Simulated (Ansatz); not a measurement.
# Ag2IBr: complex band structure, part 2 of 3

A new crystal, Ag2IBr: structure, gap and complex bands. It is built by putting Br for part of the I in the AgI structure of space group P6_3mc, with the volume rescaled by atomic radii. The parent structure comes from the Materials Project.

Ansatz 0.2.0; r2SCAN DFT, plane waves, PAW files (the session's first sound run).

So far. Step 2 (Relaxing the new crystal): The largest force component on a free atom ends at 0.016 eV/Å.

The structure was built from a prototype and need not be the compound's stable phase.

### 3. The bulk crystal and its band edges

The energy window and the wavevectors of the next steps follow from the band edges, so these are searched first, off the mesh as well.

The input, input.yaml:

```yaml
crystal:
  lattice:
    - [4.5532496132, 0.0, 0.0]
    - [-2.2766248066, 3.9432298348, 0.0]
    - [0.0, 0.0, 7.3451728454]
  atoms:
    - { symbol: Ag, position: [0.3333333333, 0.6666666667, -0.0110889968] }
    - { symbol: Ag, position: [0.6666666667, 0.3333333333, 0.513022126] }
    - { symbol: I, position: [0.3333333333, 0.6666666667, 0.3751227142] }
    - { symbol: Br, position: [0.6666666667, 0.3333333333, 0.8827441566] }
kpoints:
  mp_grid: { grid: [6, 6, 4] }
  band_path: { path: [VBM, CBM], npoints: 30 }
scf:
  occupations: { method: fixed }
hamiltonian:
  xc: r2scan
output:
  eigenvalues: true
  write_potential: true
  write_density: true
  volumetric_format: npy
  elf: true
```

Run with:

```console
ansatz run input.yaml --threads 2 --pin off --max-ram 4096MiB --backend cpu --events-out ev --progress --plain --runs-dir out
```

Numbers of over 12 decimals in the logs are rounded to 6 here.

What it wrote:

```text
[...]
Crystal: 4 atoms, lattice volume = 131.879 Å³
Basis set: ecut = 500 eV, 3381 PW (Γ), exchange–correlation on 144×144×216 points (64 copies of the dense FFT grid, shifted against one another)
Bands: 38, of which v1, the nominal top of the filled ones, is band 31 counted from 1 (30 counted from 0)
Symmetry: 6 space group operations
[...]
k-points: 24 of 144 (time reversal used)
[...]
SCF iter   1: F=—  HF=-25530.218353 eV  |F-HF|=—  |Δ(HF+E_count)|=         —  Δρ=6.12e-3  dr2=4.35e-2  dr2_τ=8.92e-3  ethr=1.77e-3  ⟨swp⟩=5.5  Hψ=3184  notcnv=0  defer=120
[...]
SCF iter   8: F=-25530.219041 eV  HF=-25530.219041 eV  |F-HF|=4.89e-9  |Δ(HF+E_count)|=   1.17e-8  Δρ=3.08e-6  dr2=1.49e-8  dr2_τ=7.34e-10  ethr=1.61e-10  ⟨swp⟩=11.3  Hψ=4082  notcnv=0
SCF 1 converged in 8 iterations: F = -25530.219041 eV  dr2 = 1.49e-8
[...]
NSCF: frozen V_eff on 34 k-points
[...]
SCF converged after 8 iterations
Free energy (F): -25530.219041 eV
[...]
Internal energy: -25530.219041 eV  (E = F + TS)
E sigma→0 (E₀):  -25530.219041 eV
Fermi energy:    5.442054 eV
[...]
--- Band table (eV; the first three rows and the last of 24) ---
  k-point 0: bands = [... 27 lower, 4.6051, 5.2177, 5.4421, 5.4421, 6.9806, 8.8059, 12.2888, 12.2888, ... 3 higher]
  k-point 1: bands = [... 27 lower, 4.6666, 4.7202, 5.3756, 5.3756, 7.5832, 8.8180, 11.8900, 12.3108, ... 3 higher]
  k-point 2: bands = [... 27 lower, 4.7427, 4.7427, 5.2947, 5.2947, 8.2699, 8.7239, 11.2667, 12.2807, ... 3 higher]
  k-point 23: bands = [... 27 lower, 3.4537, 3.8025, 4.1156, 4.5388, 9.9146, 10.3869, 11.2232, 11.5830, ... 3 higher]
```

The job ended after 28 s (2 threads of Arm Neoverse V2, shared host; peak memory 0.65 GiB; 55 s of CPU time).

This step gave:

* Fermi energy: 5.442 eV
* gap on the k-mesh: 1.539 eV
* gap on path: 1.539 eV, by band count; negative where bands overlap
* direct gap on path: 1.539 eV
* edge places on path: 0, 0 1/A along the path

Levels at VBM (eV): -4.19, -4.19, -4.14, -4.03, -3.93, -3.93, -2.86, -2.86, -2.72, -2.72, -2.65, -0.84, -0.84, -0.22, 0.00, 0.00, 1.54, 3.36, 6.85, 6.85, 7.20, 7.57, 7.87.

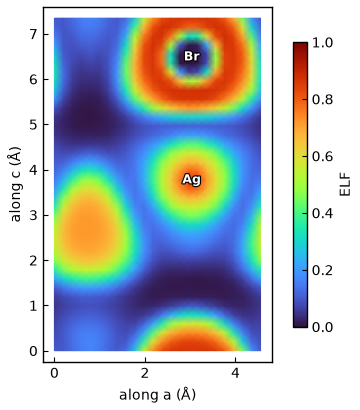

ELF in the ac plane at fractional y = 0.333, with atoms of Ag and Br within 0.2 Å of it. It is the smooth field of the valence electrons, not physical close to the nuclei.

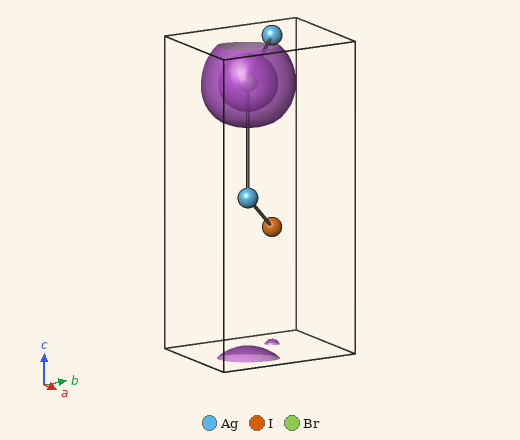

Surface of ELF = 0.8.

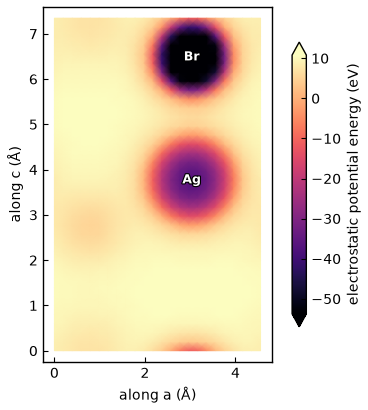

Electrostatic potential energy in the ac plane at fractional y = 0.333, with atoms of Ag and Br within 0.2 Å of it. With pseudopotentials it is smooth inside the atoms' cores, unlike the true potential.

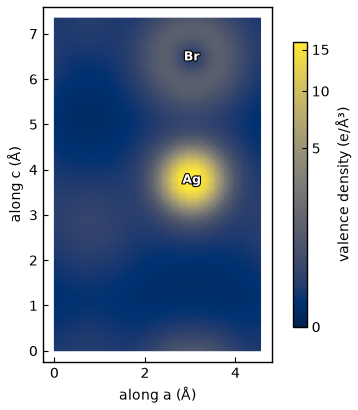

Valence density in the ac plane at fractional y = 0.333, with atoms of Ag and Br within 0.2 Å of it. It is the smooth field of the valence electrons, not physical close to the nuclei. The colour scale is stretched toward low values.

The searched edges give 1.54 eV, as on the mesh.

### 4. Complex bands, plane (001), k-mesh 6×6×4

This step: r2SCAN DFT, plane waves, PAW files; complex bands by layer matching along the plane's normal (Ansatz 0.2.0).

The same crystal is laid in a cell whose first two vectors span the (001) plane (indices of the standard conventional cell, whose axes can be ordered otherwise than in the bulk input). At fixed energy and wavevector in the plane the solver finds all kz, real and complex. A few wavevectors are listed, (0, 0) and (0.5, 0) in units of the plane's reciprocal vectors; the slowest state needn't be among them.

The input, input.yaml:

```yaml
crystal:
  lattice:
    - [4.553249613, 0.0, 0.0]
    - [2.276624807, 3.943229835, 0.0]
    - [0.0, 0.0, 7.345172845]
  atoms:
    - { symbol: Ag, position: [0.6666666667, 0.6666666667, 0.9889110032] }
    - { symbol: Ag, position: [0.3333333333, 0.3333333333, 0.513022126] }
    - { symbol: I, position: [0.6666666667, 0.6666666667, 0.3751227142] }
    - { symbol: Br, position: [0.3333333333, 0.3333333333, 0.8827441566] }
kpoints:
  mp_grid: { grid: [6, 6, 4] }
scf:
  occupations: { method: fixed }
hamiltonian:
  xc: r2scan
output:
  eigenvalues: true
  transmission:
    leads: [[0, 0]]
    kpoints: [[0.0, 0.0], [0.5, 0.0]]
    e_range: [-1.0, 2.54]
    de: 0.07
```

What it wrote:

```text
[...]
Crystal: 4 atoms, lattice volume = 131.879 Å³
Basis set: ecut = 500 eV, 3381 PW (Γ), exchange–correlation on 144×144×216 points (64 copies of the dense FFT grid, shifted against one another)
Bands: 38, of which v1, the nominal top of the filled ones, is band 31 counted from 1 (30 counted from 0)
Symmetry: 6 space group operations
[...]
k-points: 24 of 144 (time reversal used)
[...]
SCF iter   1: F=—  HF=-25530.218360 eV  |F-HF|=—  |Δ(HF+E_count)|=         —  Δρ=6.12e-3  dr2=4.35e-2  dr2_τ=8.92e-3  ethr=1.77e-3  ⟨swp⟩=5.5  Hψ=3184  notcnv=0  defer=120
[...]
SCF iter   8: F=-25530.219041 eV  HF=-25530.219041 eV  |F-HF|=4.89e-9  |Δ(HF+E_count)|=   1.17e-8  Δρ=3.09e-6  dr2=1.49e-8  dr2_τ=7.34e-10  ethr=1.61e-10  ⟨swp⟩=11.3  Hψ=4089  notcnv=0
SCF 1 converged in 8 iterations: F = -25530.219041 eV  dr2 = 1.49e-8
[...]
transmission: 12 of 24 steps passed
transmission: 24 of 24 steps passed
SCF converged after 8 iterations
Free energy (F): -25530.219041 eV
[...]
Internal energy: -25530.219041 eV  (E = F + TS)
E sigma→0 (E₀):  -25530.219041 eV
Fermi energy:    5.442054 eV
[...]
--- Band table (eV; the first three rows and the last of 24) ---
  k-point 0: bands = [... 27 lower, 4.6051, 5.2177, 5.4421, 5.4421, 6.9806, 8.8059, 12.2888, 12.2888, ... 3 higher]
  k-point 1: bands = [... 27 lower, 4.6666, 4.7202, 5.3756, 5.3756, 7.5832, 8.8180, 11.8900, 12.3108, ... 3 higher]
  k-point 2: bands = [... 27 lower, 4.7427, 4.7427, 5.2947, 5.2947, 8.2699, 8.7239, 11.2667, 12.2807, ... 3 higher]
  k-point 23: bands = [... 27 lower, 3.4537, 3.8025, 4.1156, 4.5388, 9.9146, 10.3869, 11.2232, 11.5830, ... 3 higher]
--- Transmission ---
  basis      : 187 plane waves across, 12 finite elements along
  points     : 2, as listed
  energies   : 51 from -1.000000 to 2.500000 eV about the Fermi level, 0.070000 eV apart; the leads are filled to 0.769287 eV, and channels, transmission and decay are at 0.750000 eV
  crystal 0  : I1Ag2Br1, at the sites [0, 0], period 7.3452 Å: whole cells are its period
    offset         : up to 0.0000 Å between an atom of the period and one for which it stands
    channels       : 0.000000e0 a spin
    conductance    : none, the energies end too early or step too widely for 300 K: set another output.transmission.e_range or a lower de, or, where they end at an eighth of basis.ecutwfc, a higher one
    slowest decay  : 0.1613 /Å at (0.0000, 0.0000)
```

Elapsed: 34 s, on 2 threads; peak memory 0.75 GiB; 56 s of CPU time.

This step gave:

- level to which the leads are filled: 0.7693 eV from the Fermi level
- decay constant at the filling level, zone centre: 0.1613 Å⁻¹
- decay constant at the filling level, slowest listed point: 0.1613 Å⁻¹

K parallel (0, 0); values up to 1.5 1/Å, a degenerate pair printed once or twice; energies at which all values exceed this have no row. Im kz of the slowest decaying states against energy, zero at the highest filled level on the SCF mesh:

```tsv
energy (eV)	decay 1 (Å⁻¹)	decay 2 (Å⁻¹)	decay 3 (Å⁻¹)	decay 4 (Å⁻¹)
-1.000	0.298	0.862	1.05	1.14
-0.510	0.207	0.936	1.33	-
-0.020	0.109	0.919	-	-
0.470	0.161	0.437	0.901	-
1.030	0.145	0.578	0.818	0.940
1.520	0.0321	0.658	0.857	1.21
2.010	0.727	0.830	1.07	-
2.500	0.796	0.843	0.893	-
```

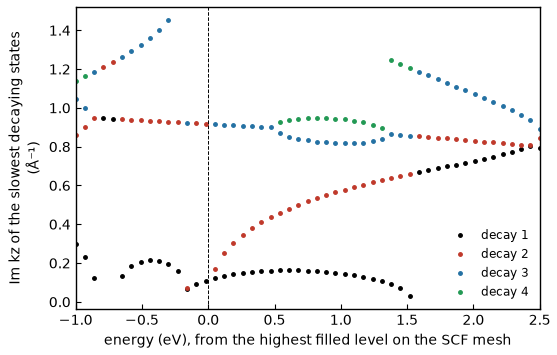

Im kz of the slowest decaying states, plotted against energy.

K parallel (0, 0). Table of Re kz of states that move upwards by energy, zero at the highest filled level on the SCF mesh:

```tsv
energy (eV)	channel 1 (Å⁻¹)	channel 2 (Å⁻¹)	channel 3 (Å⁻¹)
-1.0000	-0.288	-	-
-0.7200	-0.213	0.331	0.331
-0.5100	-0.152	-	-
-0.2300	-0.0193	-	-
-0.0200	-0.111	-0.111	-
0.2600	-	-	-
0.4700	-	-	-
0.7500	-	-	-
1.0300	-	-	-
1.2400	-	-	-
1.5200	-	-	-
1.7300	0.109	-	-
2.0100	0.183	-	-
2.2200	0.232	-	-
2.5000	0.298	-	-
```

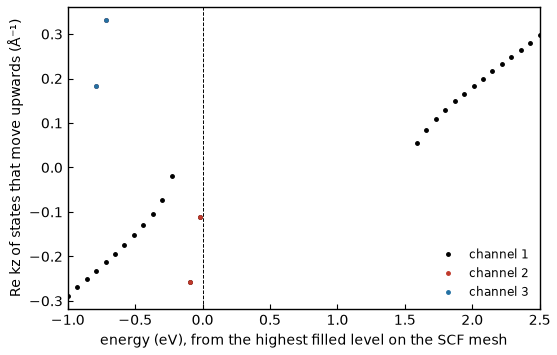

Re kz of states that move upwards against energy.

K parallel (0.5, 0); values up to 1.5 1/Å, a degenerate pair printed once or twice; energies at which all values exceed this have no row. Table of Im kz of the slowest decaying states by energy, zero at the highest filled level on the SCF mesh:

```tsv
energy (eV)	decay 1 (Å⁻¹)	decay 2 (Å⁻¹)	decay 3 (Å⁻¹)	decay 4 (Å⁻¹)
-1.0000	0.0300	0.0581	0.114	0.875
-0.7200	0.217	0.883	0.952	1.37
-0.5100	0.256	0.269	0.889	0.965
-0.2300	0.310	0.372	0.897	0.978
-0.0200	0.330	0.429	0.903	0.983
0.2600	0.348	0.484	0.914	0.983
0.4700	0.357	0.517	0.929	0.975
0.7500	0.365	0.551	0.954	1.39
1.0300	0.368	0.577	0.956	1.35
1.2400	0.368	0.593	0.957	1.31
1.5200	0.364	0.610	0.958	1.28
1.7300	0.359	0.619	0.958	1.26
2.0100	0.348	0.629	0.960	1.23
2.2200	0.337	0.633	0.963	1.22
2.5000	0.317	0.637	0.920	1.03
```

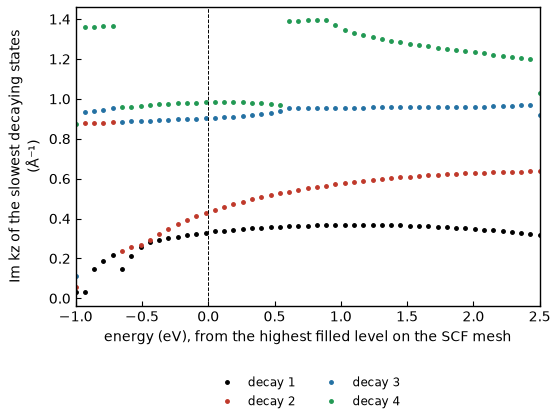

Im kz of the slowest decaying states against energy.

At the listed wavevectors the last open channel is at -0.02 eV and the next at +1.59 eV on the grid. At +0.75 eV, the grid energy nearest the filling level (the middle of the gap on the SCF mesh), the slowest state at the listed wavevectors decays with κ = 0.161 Å⁻¹, its amplitude falling by e over 6.2 Å. Through 1 nm of this crystal that state's transmission falls by exp(−2 × 0.161 Å⁻¹ × 10 Å) = 0.040.

### 5. Decaying states in the gap, plane (101), k-mesh 8×8×8

The same for the (101) plane, at (0, 0) and (0.5, 0), to see how the decay depends on direction.

input.yaml, the sections that differ from step 4:

```yaml
crystal:
  lattice:
    - [8.64197004, 0.0, 0.0]
    - [1.199499764, 4.392411907, 0.0]
    - [2.398999527, 1.7048587, 3.474239502]
  atoms:
    - { symbol: Ag, position: [0.0110889968, 0.3333333333, 0.3222443365] }
    - { symbol: Ag, position: [0.486977874, 0.6666666667, 0.1796887927] }
    - { symbol: I, position: [0.6248772858, 0.3333333333, 0.7084560475] }
    - { symbol: Br, position: [0.1172558434, 0.6666666667, 0.5494108233] }
kpoints:
  mp_grid: { grid: [8, 8, 8] }
# scf, hamiltonian, output: as in step 4
```

What it wrote:

```text
[...]
Crystal: 4 atoms, lattice volume = 131.879 Å³
Basis set: ecut = 500 eV, 3381 PW (Γ), exchange–correlation on 256×144×144 points (64 copies of the dense FFT grid, shifted against one another)
Bands: 38, of which v1, the nominal top of the filled ones, is band 31 counted from 1 (30 counted from 0)
Symmetry: 6 space group operations
[...]
k-points: 65 of 512 (time reversal used)
[...]
SCF iter   1: F=—  HF=-25530.218855 eV  |F-HF|=—  |Δ(HF+E_count)|=         —  Δρ=6.12e-3  dr2=4.35e-2  dr2_τ=8.92e-3  ethr=1.77e-3  ⟨swp⟩=5.5  Hψ=8603  notcnv=0  defer=325
[...]
SCF iter   8: F=-25530.219548 eV  HF=-25530.219548 eV  |F-HF|=4.82e-9  |Δ(HF+E_count)|=   5.58e-9  Δρ=3.07e-6  dr2=1.47e-8  dr2_τ=6.93e-10  ethr=1.61e-10  ⟨swp⟩=11.1  Hψ=11400  notcnv=0
SCF 1 converged in 8 iterations: F = -25530.219548 eV  dr2 = 1.47e-8
[...]
transmission: 5 of 10 steps passed
transmission: 10 of 10 steps passed
SCF converged after 8 iterations
Free energy (F): -25530.219548 eV
[...]
Internal energy: -25530.219548 eV  (E = F + TS)
E sigma→0 (E₀):  -25530.219548 eV
Fermi energy:    5.441718 eV
[...]
--- Band table (eV; the first three rows and the last of 65) ---
  k-point 0: bands = [... 27 lower, 4.6049, 5.2175, 5.4417, 5.4417, 6.9805, 8.8057, 12.2886, 12.2886, ... 3 higher]
  k-point 1: bands = [... 27 lower, 4.4925, 4.8947, 5.1167, 5.3164, 7.6069, 9.2442, 11.7215, 12.3844, ... 3 higher]
  k-point 2: bands = [... 27 lower, 4.1572, 4.2465, 4.7925, 4.9948, 8.6115, 9.8081, 11.0516, 11.6645, ... 3 higher]
  k-point 64: bands = [... 27 lower, 4.7426, 4.7426, 5.2943, 5.2943, 8.2698, 8.7237, 11.2666, 12.2806, ... 3 higher]
--- Transmission ---
  basis      : 399 plane waves across, 5 finite elements along
  points     : 2, as listed
[...]
crystal 0  : Ag2Br1I1, at the sites [0, 0], period 3.4742 Å: whole cells are its period
[...]
channels       : 0.000000e0 a spin
[...]
slowest decay  : 0.1607 /Å at (0.0000, 0.0000)
```

Elapsed: 2.4 min, on 2 threads; peak memory 1.4 GiB.

Numbers from this step:

```
free energy                                               : -25530.2195 eV
level to which the leads are filled                       : 0.7694 eV from the Fermi level
decay constant at the filling level, zone centre          : 0.1607 Å⁻¹
decay constant at the filling level, slowest listed point : 0.1607 Å⁻¹
```

K parallel (0, 0); values up to 1.5 1/Å, a degenerate pair printed once or twice; energies at which all values exceed this have no row. Im kz of the slowest decaying states against energy, zero at the highest filled level on the SCF mesh:

```tsv
energy (eV)	decay 1 (Å⁻¹)	decay 2 (Å⁻¹)	decay 3 (Å⁻¹)	decay 4 (Å⁻¹)
-1.000	0.0729	0.0822	0.155	0.875
-0.510	0.210	0.335	0.335	0.898
-0.020	0.200	0.344	0.390	0.469
0.470	0.152	0.288	0.411	0.420
1.030	0.148	0.313	0.436	0.556
1.520	0.0335	0.311	0.438	0.605
2.010	0.292	0.427	0.637	0.653
2.500	0.252	0.403	0.657	0.671
```

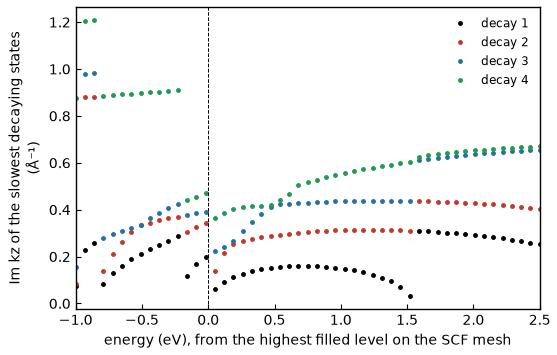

Im kz of the slowest decaying states against energy.

K parallel (0, 0). Re kz of states that move upwards against energy, zero at the highest filled level on the SCF mesh:

```tsv
energy (eV)	channel 1 (Å⁻¹)	channel 2 (Å⁻¹)	channel 3 (Å⁻¹)	channel 4 (Å⁻¹)	channel 5 (Å⁻¹)
-1.000	-0.363	-0.278	-0.161	-	-
-0.510	-0.490	-0.355	-0.214	-	-
-0.020	-0.0888	-0.0405	-	-	-
0.470	-	-	-	-	-
1.030	-	-	-	-	-
1.520	-	-	-	-	-
2.010	0.190	-	-	-	-
2.500	0.300	-	-	-	-
```

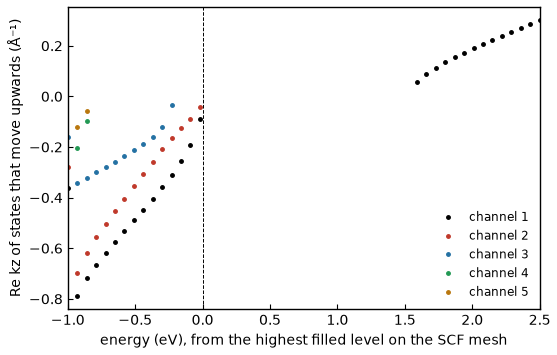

Re kz of states that move upwards, plotted against energy.

K parallel (0.5, 0); values up to 1.5 1/Å, a degenerate pair printed once or twice; energies at which all values exceed this have no row. The Im kz of the slowest decaying states by energy, zero at the highest filled level on the SCF mesh:

```tsv
energy (eV)	decay 1 (Å⁻¹)	decay 2 (Å⁻¹)	decay 3 (Å⁻¹)	decay 4 (Å⁻¹)
-1.000	0.0782	0.132	0.377	0.879
-0.510	0.177	0.188	0.257	0.912
-0.020	0.118	0.235	0.314	0.321
0.470	0.229	0.363	0.377	0.429
1.030	0.277	0.380	0.408	0.516
1.520	0.291	0.369	0.416	0.559
2.010	0.293	0.324	0.410	0.583
2.500	0.249	0.388	0.596	0.734
```

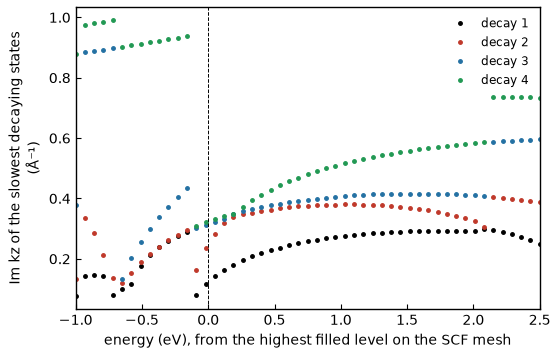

Im kz of the slowest decaying states, plotted against energy.

At the listed wavevectors the last open channel is at -0.02 eV and the next at +1.59 eV on the grid. At +0.75 eV, the grid energy nearest the filling level (the middle of the gap on the SCF mesh), the slowest state at the listed wavevectors decays with κ = 0.161 Å⁻¹, its amplitude falling by e over 6.2 Å; the first such run, plane (001), gave 0.161 Å⁻¹.

(Part 2 of 3 ends here.)

[Logs are printed without paths, hosts, clocks, repeated set-up lines and the standing remarks that a program may print on its own settings, such as how far it seeks lower states.]

[Hosts, paths, dates, database ids (printed as entryN), source tags and the programs' standing remarks are cut or masked in the printed files.]

[New means built here by substitution; the compound itself may be known and measured.]
